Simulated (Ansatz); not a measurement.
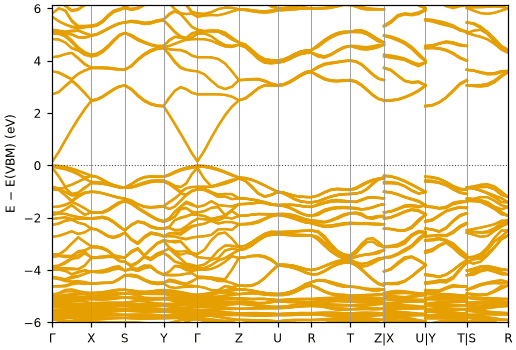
Figure. Band structure from PBEsol with spin–orbit coupling (plane waves, PAW; program Ansatz)

Q: Read off the gap and where the band edges lie.

A: About 0.2 eV (0.15 eV by a search for the band edges); maximum at Γ, minimum at Γ.

The material is ZnSnN2 in space group Pna2_1 (No. 33; Zn on 4a, Sn on 4a, N on 4a, N on 4a).

The cell was relaxed with PBEsol under the symmetry of its start.

Potentials: the later of the program's two PAW sets.
